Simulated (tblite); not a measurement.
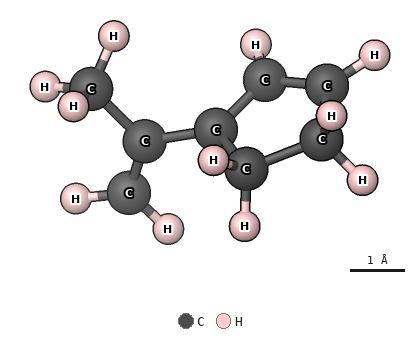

The input geometry (ball-and-stick view, seen at a tilt).

## C8H11 (charge +1): saddle-point search

- system: C8H11, charge +1, SMILES C=C(C)[C+]1C=CCC1
- method: GFN2-xTB saddle search (eigenvector following) and harmonic vibrations, gas phase (tblite 0.8.0)

### Log
```
step      E/eV     max force
  0    -605.23766   0.0563
  1    -605.23260   0.1096
  2    -605.23473   0.0444
  3    -605.23166   0.0464
  4    -605.22896   0.0808
  5    -605.22517   0.0348
  6    -605.22350   0.0451
  7    -605.22286   0.0291
  8    -605.22282   0.0768
  9    -605.22300   0.0042
lowest wavenumbers (cm-1): -118.1 92.6 110.8 182.0 192.5 308.0
```

### Trajectory as extended XYZ (Å, eV, eV/Å), 10 frames, from step=0 to step=9
```
19
Properties=species:S:1:pos:R:3:forces:R:3 step=0 energy=-605.23766
C     1.8190   -1.0411   -1.2776   -0.0060   0.0490   0.0270
C     1.3436   -0.3799   -0.2298    0.0240  -0.0300  -0.0340
C     2.2076    0.2025    0.8592   -0.0020  -0.0230   0.0150
C    -0.0740   -0.1478   -0.0203   -0.0090   0.0100   0.0010
C    -0.9202   -0.8932    0.8095    0.0050   0.0150   0.0210
C    -2.1942   -0.3961    0.7298    0.0030  -0.0030   0.0080
C    -2.2610    0.7745   -0.1471   -0.0080   0.0000  -0.0090
C    -0.8301    0.9488   -0.6451   -0.0030  -0.0060  -0.0230
H     2.8735   -1.2234   -1.3809    0.0070   0.0030  -0.0030
H     1.1781   -1.4606   -2.0328   -0.0100   0.0180  -0.0200
H     2.3595    1.2646    0.6631   -0.0090  -0.0170   0.0170
H     1.7424    0.1021    1.8367    0.0020  -0.0220   0.0250
H     3.1747   -0.2905    0.8684    0.0030  -0.0050  -0.0010
H    -0.6146   -1.7510    1.3824    0.0170   0.0160   0.0090
H    -3.0554   -0.8065    1.2316    0.0060   0.0060   0.0140
H    -2.9785    0.6214   -0.9595   -0.0100  -0.0140   0.0040
H    -2.6416    1.6444    0.3989    0.0040   0.0100  -0.0110
H    -0.3917    1.9095   -0.3518   -0.0080  -0.0030  -0.0210
H    -0.7373    0.9222   -1.7347   -0.0070  -0.0040  -0.0190
19
Properties=species:S:1:pos:R:3:forces:R:3 step=1 energy=-605.23260
C     1.8354   -1.0766   -1.2619   -0.0110   0.0340   0.0230
C     1.3435   -0.3934   -0.2377    0.0240  -0.0100  -0.0230
C     2.1883    0.2225    0.8500    0.0370   0.0150   0.0250
C    -0.0760   -0.1583   -0.0380   -0.0010   0.0050  -0.0010
C    -0.9250   -0.9105    0.7826   -0.0100   0.0150   0.0110
C    -2.1932   -0.3948    0.7257    0.0120   0.0000   0.0040
C    -2.2532    0.7917   -0.1304   -0.0080  -0.0020  -0.0050
C    -0.8259    0.9530   -0.6444   -0.0010  -0.0030  -0.0130
H     2.8928   -1.2506   -1.3510   -0.0030   0.0070  -0.0040
H     1.2061   -1.5160   -2.0163   -0.0010   0.0210  -0.0050
H     2.2674    1.2995    0.6802   -0.0070  -0.1040   0.0340
H     1.7487    0.0646    1.8343    0.0380  -0.0050  -0.0390
H     3.1867   -0.2096    0.8275   -0.0780   0.0310   0.0060
H    -0.6224   -1.7813    1.3375    0.0050   0.0210   0.0080
H    -3.0537   -0.8006    1.2324    0.0050   0.0050   0.0090
H    -2.9865    0.6646   -0.9337    0.0050  -0.0100   0.0110
H    -2.6099    1.6594    0.4362    0.0050  -0.0080  -0.0170
H    -0.3736    1.9087   -0.3571   -0.0070  -0.0050  -0.0170
H    -0.7494    0.9276   -1.7359   -0.0040  -0.0080  -0.0070
19
Properties=species:S:1:pos:R:3:forces:R:3 step=2 energy=-605.23473
C     1.8324   -1.0607   -1.2700    0.0000   0.0190  -0.0020
C     1.3437   -0.3871   -0.2380    0.0020  -0.0040  -0.0050
C     2.1925    0.2116    0.8554   -0.0140  -0.0260  -0.0020
C    -0.0751   -0.1517   -0.0367   -0.0020   0.0040   0.0010
C    -0.9191   -0.9020    0.7910    0.0030   0.0090   0.0120
C    -2.1903   -0.3958    0.7300    0.0020   0.0030   0.0060
C    -2.2577    0.7839   -0.1349   -0.0010  -0.0020  -0.0060
C    -0.8308    0.9529   -0.6477   -0.0030  -0.0060  -0.0120
H     2.8887   -1.2419   -1.3591   -0.0010   0.0100  -0.0060
H     1.2009   -1.4896   -2.0283   -0.0030   0.0210  -0.0130
H     2.3212    1.2761    0.6632   -0.0010   0.0260   0.0110
H     1.7306    0.0980    1.8325   -0.0130  -0.0290   0.0310
H     3.1689   -0.2603    0.8634    0.0330  -0.0240  -0.0020
H    -0.6107   -1.7676    1.3504    0.0070   0.0150   0.0160
H    -3.0482   -0.8043    1.2388    0.0040   0.0070   0.0090
H    -2.9876    0.6438   -0.9385   -0.0050  -0.0100  -0.0020
H    -2.6230    1.6526    0.4236    0.0000   0.0040  -0.0100
H    -0.3852    1.9106   -0.3563   -0.0030  -0.0020  -0.0180
H    -0.7513    0.9314   -1.7388   -0.0050  -0.0130  -0.0090
19
Properties=species:S:1:pos:R:3:forces:R:3 step=3 energy=-605.23166
C     1.8376   -1.0810   -1.2599   -0.0050   0.0170   0.0020
C     1.3435   -0.3941   -0.2400    0.0060   0.0020  -0.0040
C     2.1855    0.2245    0.8484    0.0150  -0.0010   0.0090
C    -0.0760   -0.1574   -0.0422    0.0020   0.0020   0.0000
C    -0.9237   -0.9123    0.7773   -0.0010   0.0100   0.0080
C    -2.1916   -0.3963    0.7254    0.0040   0.0050   0.0040
C    -2.2532    0.7924   -0.1276   -0.0030  -0.0040  -0.0030
C    -0.8267    0.9560   -0.6435    0.0000  -0.0060  -0.0070
H     2.8950   -1.2568   -1.3453    0.0000   0.0090  -0.0060
H     1.2099   -1.5213   -2.0151    0.0000   0.0200  -0.0070
H     2.2723    1.2976    0.6703   -0.0030  -0.0390   0.0250
H     1.7412    0.0783    1.8311    0.0130  -0.0160  -0.0080
H     3.1797   -0.2130    0.8353   -0.0250   0.0050   0.0010
H    -0.6191   -1.7850    1.3280    0.0040   0.0160   0.0130
H    -3.0505   -0.8031    1.2338    0.0020   0.0060   0.0080
H    -2.9875    0.6656   -0.9296   -0.0010  -0.0090   0.0010
H    -2.6096    1.6587    0.4406    0.0010  -0.0010  -0.0110
H    -0.3750    1.9107   -0.3521   -0.0040  -0.0030  -0.0160
H    -0.7519    0.9367   -1.7351   -0.0030  -0.0120  -0.0080
19
Properties=species:S:1:pos:R:3:forces:R:3 step=4 energy=-605.22896
C     1.8412   -1.0994   -1.2488   -0.0060   0.0150   0.0040
C     1.3433   -0.3994   -0.2403    0.0070   0.0020  -0.0030
C     2.1808    0.2372    0.8417    0.0320   0.0090   0.0230
C    -0.0770   -0.1623   -0.0459    0.0030   0.0000   0.0000
C    -0.9292   -0.9222    0.7644   -0.0020   0.0110   0.0040
C    -2.1938   -0.3974    0.7198    0.0050   0.0050   0.0020
C    -2.2491    0.8000   -0.1213   -0.0050  -0.0040  -0.0020
C    -0.8227    0.9588   -0.6390    0.0000  -0.0050  -0.0040
H     2.8996   -1.2697   -1.3322   -0.0010   0.0080  -0.0060
H     1.2163   -1.5506   -2.0000    0.0010   0.0190  -0.0040
H     2.2277    1.3161    0.6790   -0.0020  -0.0750   0.0300
H     1.7579    0.0592    1.8299    0.0290  -0.0020  -0.0410
H     3.1898   -0.1670    0.8051   -0.0620   0.0210   0.0060
H    -0.6288   -1.8014    1.3070    0.0030   0.0160   0.0100
H    -3.0543   -0.8029    1.2268    0.0020   0.0050   0.0070
H    -2.9870    0.6867   -0.9222    0.0020  -0.0080   0.0040
H    -2.5972    1.6635    0.4565    0.0010  -0.0050  -0.0110
H    -0.3658    1.9112   -0.3492   -0.0040  -0.0030  -0.0130
H    -0.7516    0.9395   -1.7311   -0.0030  -0.0100  -0.0060
19
Properties=species:S:1:pos:R:3:forces:R:3 step=5 energy=-605.22517
C     1.8480   -1.1252   -1.2330   -0.0110   0.0170   0.0170
C     1.3430   -0.4064   -0.2419    0.0090  -0.0020  -0.0010
C     2.1731    0.2574    0.8309   -0.0030  -0.0230  -0.0260
C    -0.0787   -0.1698   -0.0528    0.0030  -0.0010   0.0000
C    -0.9368   -0.9399    0.7418   -0.0110   0.0170  -0.0040
C    -2.1967   -0.4020    0.7111    0.0140   0.0070  -0.0040
C    -2.2436    0.8108   -0.1087   -0.0110  -0.0080   0.0030
C    -0.8180    0.9637   -0.6307    0.0030  -0.0060   0.0000
H     2.9083   -1.2856   -1.3128   -0.0050   0.0050  -0.0050
H     1.2284   -1.5925   -1.9789    0.0050   0.0190   0.0040
H     2.1897    1.3351    0.6725   -0.0030   0.0060   0.0050
H     1.7682    0.0650    1.8217   -0.0090  -0.0150   0.0200
H     3.1899   -0.1192    0.7832    0.0100  -0.0080  -0.0040
H    -0.6419   -1.8302    1.2697   -0.0020   0.0230   0.0010
H    -3.0588   -0.8071    1.2156    0.0010   0.0040   0.0050
H    -2.9881    0.7202   -0.9071    0.0140  -0.0060   0.0150
H    -2.5782    1.6683    0.4866    0.0040  -0.0180  -0.0180
H    -0.3534    1.9128   -0.3436   -0.0050  -0.0040  -0.0080
H    -0.7545    0.9448   -1.7237   -0.0010  -0.0060   0.0000
19
Properties=species:S:1:pos:R:3:forces:R:3 step=6 energy=-605.22350
C     1.8416   -1.1510   -1.2132   -0.0090   0.0120   0.0130
C     1.3428   -0.4096   -0.2359    0.0070  -0.0020   0.0000
C     2.1793    0.2742    0.8184    0.0210  -0.0030   0.0040
C    -0.0789   -0.1697   -0.0496    0.0020  -0.0030   0.0000
C    -0.9447   -0.9495    0.7268   -0.0030   0.0100  -0.0050
C    -2.2023   -0.4062    0.6988    0.0080   0.0030  -0.0020
C    -2.2417    0.8150   -0.1079   -0.0060  -0.0030   0.0010
C    -0.8119    0.9736   -0.6162    0.0010  -0.0030   0.0000
H     2.9016   -1.3104   -1.2987   -0.0020   0.0030  -0.0030
H     1.2176   -1.6290   -1.9485    0.0030   0.0110   0.0040
H     2.1489    1.3554    0.6797    0.0030  -0.0390   0.0140
H     1.8128    0.0469    1.8188    0.0140   0.0060  -0.0300
H     3.2092   -0.0629    0.7322   -0.0430   0.0130   0.0040
H    -0.6549   -1.8463    1.2459   -0.0010   0.0120   0.0000
H    -3.0673   -0.8129    1.1972    0.0010   0.0030   0.0020
H    -2.9778    0.7296   -0.9143    0.0070  -0.0030   0.0070
H    -2.5842    1.6665    0.4907    0.0020  -0.0080  -0.0090
H    -0.3503    1.9196   -0.3152   -0.0040  -0.0040  -0.0050
H    -0.7398    0.9668   -1.7091   -0.0010  -0.0040   0.0030
19
Properties=species:S:1:pos:R:3:forces:R:3 step=7 energy=-605.22286
C     1.8355   -1.1705   -1.1975   -0.0070   0.0070   0.0130
C     1.3427   -0.4109   -0.2311    0.0020  -0.0010   0.0050
C     2.1861    0.2898    0.8064   -0.0110  -0.0180  -0.0200
C    -0.0790   -0.1689   -0.0464    0.0000  -0.0070   0.0010
C    -0.9505   -0.9603    0.7119    0.0050   0.0090  -0.0100
C    -2.2067   -0.4140    0.6875    0.0040   0.0020  -0.0030
C    -2.2414    0.8164   -0.1050   -0.0030   0.0010   0.0000
C    -0.8078    0.9835   -0.6002    0.0000  -0.0010   0.0020
H     2.8951   -1.3285   -1.2890   -0.0010   0.0010  -0.0020
H     1.2072   -1.6562   -1.9239    0.0030   0.0040   0.0050
H     2.1532    1.3676    0.6580   -0.0050   0.0190  -0.0030
H     1.8297    0.0722    1.8111   -0.0070  -0.0060   0.0120
H     3.2140   -0.0459    0.7157    0.0180  -0.0070  -0.0050
H    -0.6637   -1.8634    1.2213    0.0000   0.0060  -0.0030
H    -3.0737   -0.8242    1.1796    0.0020   0.0030  -0.0010
H    -2.9693    0.7354   -0.9195    0.0040   0.0010   0.0040
H    -2.5931    1.6608    0.4975    0.0020  -0.0040  -0.0040
H    -0.3506    1.9266   -0.2838   -0.0050  -0.0090  -0.0030
H    -0.7277    0.9905   -1.6927   -0.0010  -0.0010   0.0090
19
Properties=species:S:1:pos:R:3:forces:R:3 step=8 energy=-605.22282
C     1.8324   -1.1702   -1.1948   -0.0010   0.0000  -0.0010
C     1.3428   -0.4098   -0.2276    0.0040  -0.0030  -0.0020
C     2.1897    0.2874    0.8077    0.0340   0.0150   0.0340
C    -0.0788   -0.1672   -0.0438    0.0010   0.0000   0.0010
C    -0.9512   -0.9565    0.7147    0.0000  -0.0020   0.0010
C    -2.2078   -0.4113    0.6865    0.0000  -0.0010   0.0010
C    -2.2419    0.8164   -0.1095    0.0000   0.0020  -0.0020
C    -0.8075    0.9827   -0.6022   -0.0020   0.0020  -0.0010
H     2.8915   -1.3301   -1.2888   -0.0010   0.0010   0.0000
H     1.2018   -1.6554   -1.9193    0.0010   0.0010   0.0000
H     2.1289    1.3695    0.6835    0.0090  -0.0580   0.0160
H     1.8553    0.0385    1.8155    0.0250   0.0200  -0.0590
H     3.2255   -0.0241    0.6902   -0.0720   0.0240   0.0120
H    -0.6648   -1.8579    1.2270    0.0010  -0.0020   0.0020
H    -3.0753   -0.8205    1.1784    0.0000   0.0000   0.0010
H    -2.9681    0.7328   -0.9249    0.0000   0.0000   0.0000
H    -2.5952    1.6623    0.4897    0.0000   0.0010   0.0000
H    -0.3519    1.9268   -0.2879    0.0000   0.0020   0.0000
H    -0.7253    0.9865   -1.6943    0.0000   0.0000  -0.0020
19
Properties=species:S:1:pos:R:3:forces:R:3 step=9 energy=-605.22300
C     1.8339   -1.1721   -1.1940    0.0000   0.0000   0.0010
C     1.3427   -0.4105   -0.2287    0.0000   0.0000   0.0010
C     2.1882    0.2901    0.8060   -0.0020  -0.0020  -0.0020
C    -0.0790   -0.1683   -0.0453    0.0000  -0.0010   0.0000
C    -0.9515   -0.9598    0.7109    0.0000   0.0010  -0.0010
C    -2.2076   -0.4133    0.6858    0.0000   0.0000   0.0000
C    -2.2414    0.8170   -0.1065    0.0000  -0.0010   0.0000
C    -0.8074    0.9836   -0.6002    0.0000  -0.0010   0.0010
H     2.8933   -1.3302   -1.2874    0.0000   0.0000   0.0000
H     1.2044   -1.6585   -1.9187    0.0000   0.0000   0.0000
H     2.1407    1.3696    0.6700   -0.0010   0.0030  -0.0010
H     1.8441    0.0573    1.8121   -0.0010  -0.0010   0.0040
H     3.2194   -0.0326    0.7013    0.0030   0.0000  -0.0020
H    -0.6652   -1.8629    1.2205    0.0000   0.0010   0.0000
H    -3.0749   -0.8230    1.1776    0.0000   0.0000   0.0000
H    -2.9686    0.7364   -0.9213    0.0000   0.0000   0.0000
H    -2.5932    1.6615    0.4956    0.0000   0.0000   0.0000
H    -0.3510    1.9271   -0.2853    0.0010   0.0010   0.0000
H    -0.7267    0.9887   -1.6925    0.0000   0.0000  -0.0010
```

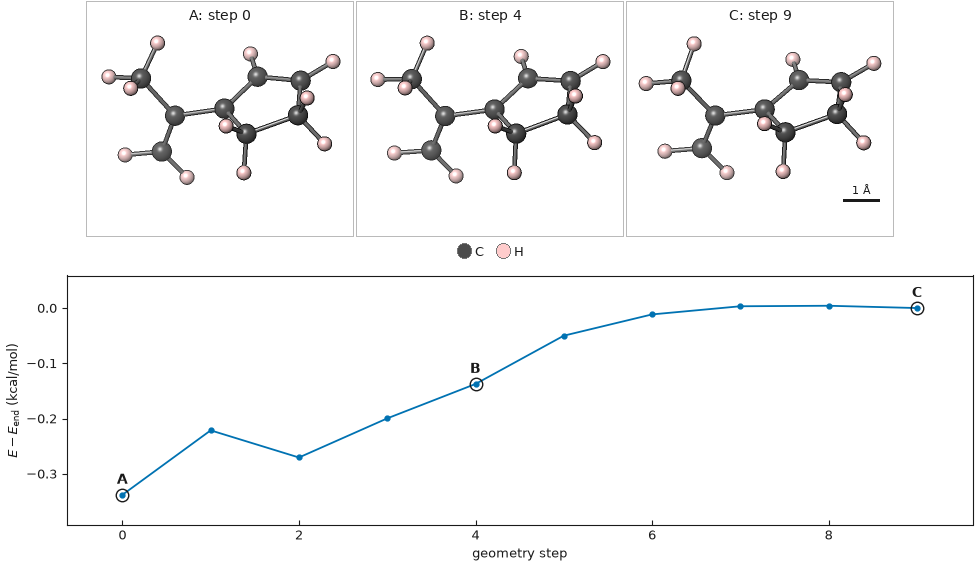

Frames of the saddle-point search (ball-and-stick view, seen at a tilt) above the curves, on which the letters mark them (steps are counted from 0).

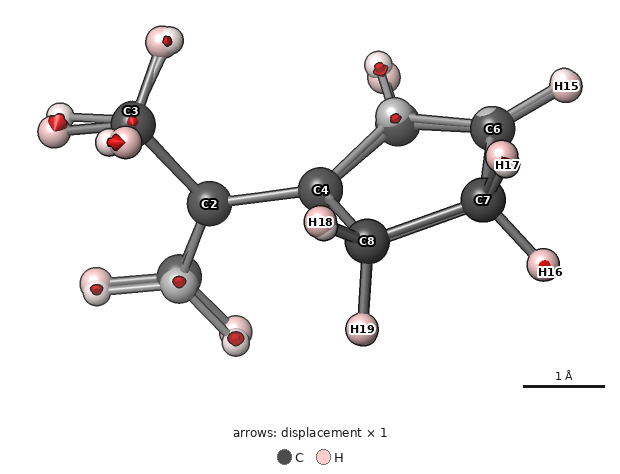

Start (faint) and end (solid) with the displacements as red arrows, at true length (ball-and-stick view, seen at a tilt). The two geometries are laid on each other by the best rigid fit. H13 moves most after the best rigid fit: 0.31 Å. Largest moves by element: H 0.31 Å, C 0.16 Å. Over 9 geometry steps the energy rises by 0.34 kcal/mol. The largest force component goes from 0.049 to 0.004 eV/Å. (Atoms are counted from 1 in the order of the input.)

The run was set up as follows.

### The input
```
{"job": {"xc": "GFN2-xTB", "basis": "xTB", "kind": "saddle"}, "charge": 1, "multiplicity": 1}
C      1.818973    -1.041069    -1.277633
C      1.343614    -0.379868    -0.229828
C      2.207649     0.202481     0.859208
C     -0.074007    -0.147767    -0.020325
C     -0.920162    -0.893150     0.809528
C     -2.194241    -0.396106     0.729824
C     -2.260986     0.774485    -0.147103
C     -0.830079     0.948799    -0.645082
H      2.873542    -1.223433    -1.380921
H      1.178057    -1.460582    -2.032829
H      2.359548     1.264604     0.663141
H      1.742442     0.102063     1.836664
H      3.174652    -0.290486     0.868415
H     -0.614608    -1.750982     1.382377
H     -3.055370    -0.806457     1.231602
H     -2.978484     0.621374    -0.959502
H     -2.641586     1.644365     0.398933
H     -0.391672     1.909488    -0.351811
H     -0.737282     0.922239    -1.734658
```

The first line tells a small driver script what to run in tblite; the rest is the geometry in Å.

Command:
```bash
OMP_NUM_THREADS=1 python <driver script> task.json out
```

### Results in brief

| quantity | value |
| --- | --- |
| outcome | converged |
| total energy | −605.2230 eV |
| point group | C1 |
| hardware | 1 CPU thread, shared host |
| wall time | 2.7 s |
| peak memory | 0.2 GiB |
